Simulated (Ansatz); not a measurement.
The calculation's input:

```
crystal:
  lattice:
    - [3.0028558832, 0.0, 0.0]
    - [-1.5014279416, 2.6005494787, 0.0]
    - [0.0, 0.0, 7.77834294]
  atoms:
    - { symbol: Li, position: [0.0, 0.0, 0.0655088848] }
    - { symbol: Al, position: [0.0, 0.0, 0.4634726644] }
    - { symbol: Al, position: [0.3333333333, 0.6666666667, 0.756184299] }
    - { symbol: B, position: [0.3333333333, 0.6666666667, 0.2702866086] }
    - { symbol: B, position: [0.6666666667, 0.3333333333, 0.2722246833] }
basis:
  ecutwfc: 420
kpoints:
  mp_grid: { grid: [12, 12, 6] }
  band_path:
    path:
      - [[0.0, 0.0, 0.0], [0.5, 0.0, 0.0], [0.33333333, 0.33333333, 0.0], [0.0, 0.0, 0.0], [0.0, 0.0, 0.5], [0.5, 0.0, 0.5], [0.33333333, 0.33333333, 0.5], [0.0, 0.0, 0.5]]
      - [[0.5, 0.0, 0.5], [0.5, 0.0, 0.0]]
      - [[0.33333333, 0.33333333, 0.5], [0.33333333, 0.33333333, 0.0]]
    npoints: 14
hamiltonian:
  xc: pbe
scf:
  occupations: { method: gaussian, width: 0.1 }
  n_extra_bands: 12
output:
  forces: true
  stress: true
  eigenvalues: true
  populations: true
  dos: { projected: true, de: 0.02, nscf_kmesh: { grid: [15, 15, 8] } }
  bader: true
  write_density: true
  write_potential: true
  elf: true
  volumetric_format: npy
```

Run with:

```sh
ansatz run input.yaml --threads 1 --pin off --max-ram 2048MiB --backend cpu --events-out ev --progress --plain --runs-dir out
```

Below, planes, directions and counts refer to the conventional cell (a = 3.00 Å, b = 3.00 Å, c = 7.78 Å, α = 90.00°, β = 90.00°, γ = 120.00°).

Space group P3m1; a structure generated by program, which may or may not match a known phase; computed without spin polarisation.

These are results of DFT PBE, scalar-relativistic, plane waves, PAW (Ansatz), not measurements.

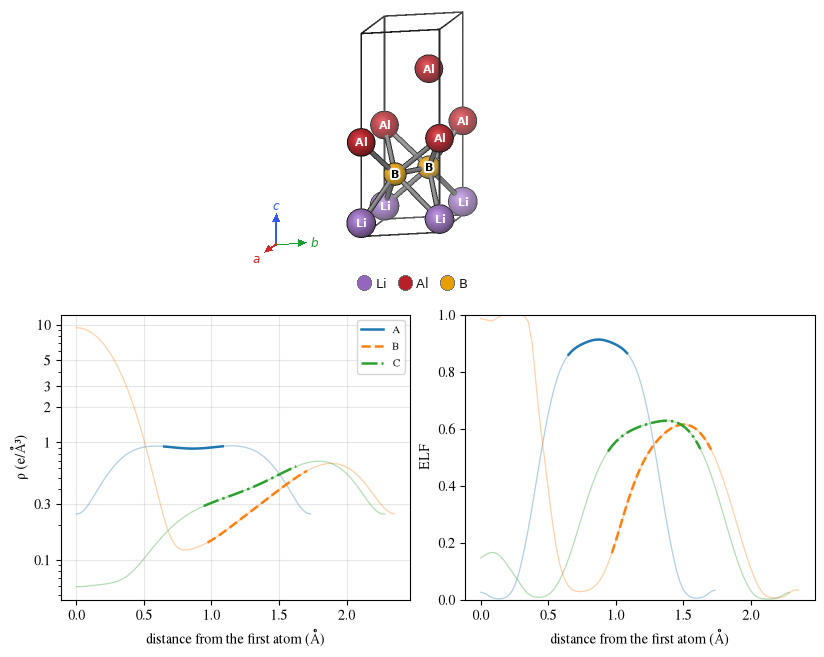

LiAl$_{2}$B$_{2}$. Valence pseudo-density and ELF along straight lines between neighbouring atoms. Thin, pale parts lie inside the atomic spheres. The structure is drawn too.

In a PAW calculation such maps are meaningful between the atoms, not at the nuclei.

### Which curve belongs to which contact (Al–B, B–B and Li–B)? The first atom named is at distance zero.

Curve A: B–B (1.73 Å): ρ is about 0.88 e/Å³ halfway; the ELF peaks at about 0.90 between the atoms. Curve B: Li–B (2.35 Å): ρ at the midpoint is about 0.21 e/Å³; the ELF peaks at about 0.60 in the valence shell of B, 0.9 Å from its nucleus, and is about 0.45 at the midpoint. Curve C: Al–B (2.28 Å): ρ at the midpoint is about 0.35 e/Å³; the ELF peaks at about 0.65 in the valence shell of B, 0.9 Å from its nucleus, and is about 0.60 at the midpoint.
